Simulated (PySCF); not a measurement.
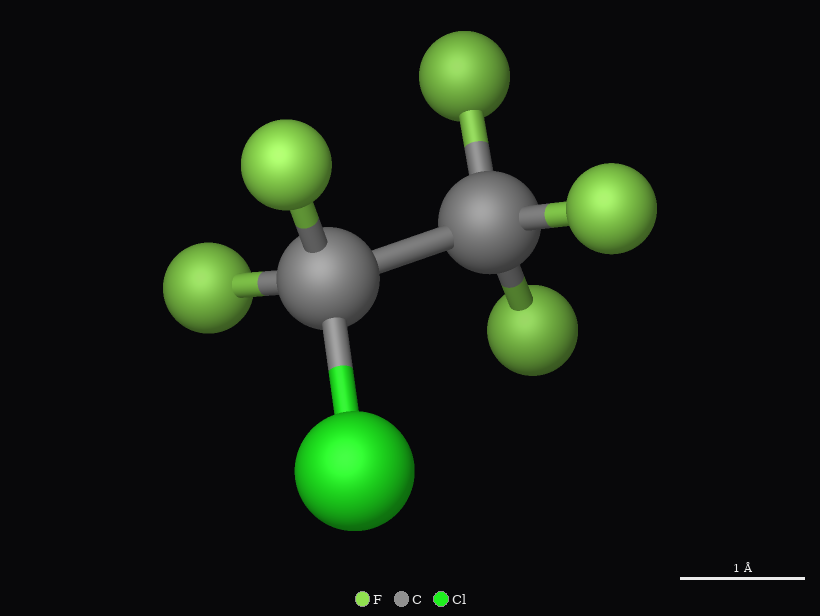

Every bond is drawn as one stick, whatever its order.

Question: Count the atoms of each element.

Answer: C2ClF5, 8 atoms: 2 carbon, 1 chlorine and 5 fluorine.

Question: How many bonds of each kind are drawn?

Answer: 5 C–F, 1 C–C, 1 C–Cl.

Question: What is its SMILES?

Answer: FC(F)(F)C(F)(F)Cl

More results for the same structure follow; atom numbers are the same in all pictures, views and colours differ. Computed geometry: PBE0-D3(BJ)/def2-TZVP optimisation. No frequency run is at hand to confirm it as a minimum.

Shape

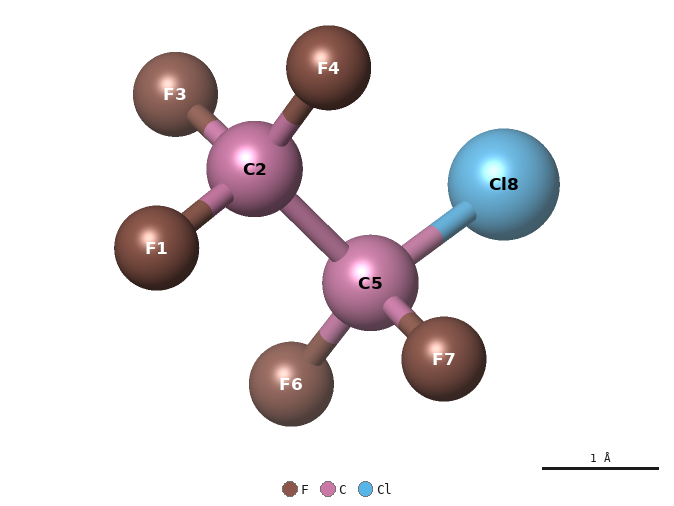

No frequency run is at hand to confirm it as a minimum.

List the bonds and their lengths.

| bond | length (Å) | order |
| --- | --- | --- |
| F1–C2 | 1.327 | single |
| C2–F3 | 1.324 | single |
| C2–F4 | 1.324 | single |
| C2–C5 | 1.552 | single |
| C5–F6 | 1.331 | single |
| C5–F7 | 1.331 | single |
| C5–Cl8 | 1.753 | single |

Charges

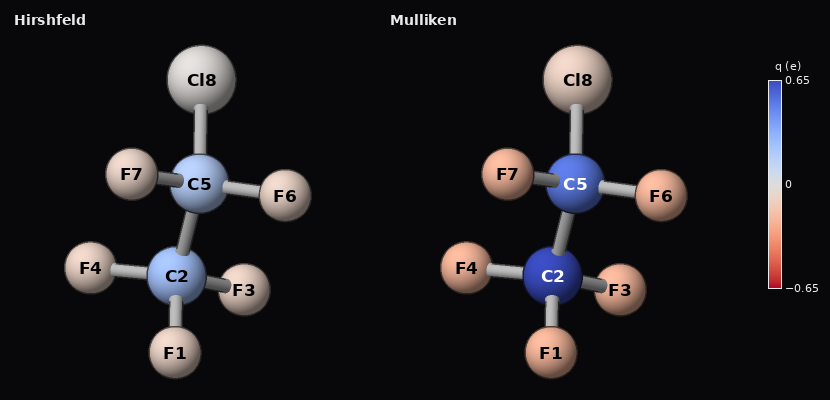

Atomic charges of one calculation by 2 schemes, on one colour scale. No frequency run is at hand to confirm it as a minimum. Method: PBE0/pcSseg-2 (PySCF 2.14.0).

Question: Which scheme gives the most polar picture (largest mean size of the charges)?

Answer: The Mulliken charges are the largest in size here.

Question: On which atom do the schemes disagree most?

Answer: On C2 (from 0.23 to 0.65 e).

List the charges (e), one line for each set of equivalent atoms.

```csv
atom,Hirshfeld,Mulliken
F1,−0.08,−0.22
C2,0.23,0.65
"F3, F4",−0.08,−0.21
C5,0.17,0.51
"F6, F7",−0.08,−0.21
Cl8,−0.01,−0.08
```

Electronic properties

No frequency run is at hand to confirm it as a minimum. Method: KT3/pcSseg-2, gas phase (PySCF 2.14.0).

Question: What is the LUMO energy (Kohn–Sham orbital)?

Answer: −1.36 eV.

Question: Estimate the dipole moment.

Answer: 0.37 D.

Question: What is the HOMO energy (Kohn–Sham orbital)?

Answer: −8.77 eV.

NMR shielding

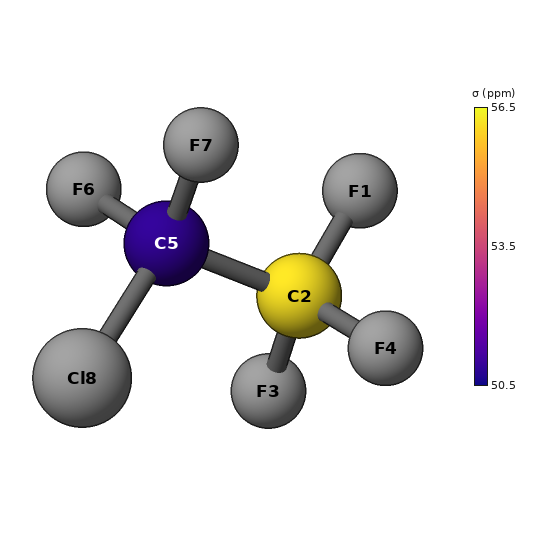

Atoms are coloured by their isotropic NMR shieldings (C only, the others grey). No frequency run is at hand to confirm it as a minimum. Level of theory: GIAO PBE0/pcSseg-2 NMR shielding, non-relativistic, gas phase (PySCF 2.14.0).

Give the isotropic NMR shieldings of the C atoms atom by atom.

```json
{"atom": "C2", "σ (ppm)": "56.2"}
{"atom": "C5", "σ (ppm)": "50.9"}
```

Mulliken values depend strongly on the basis set and can even reverse the polarity of a bond.
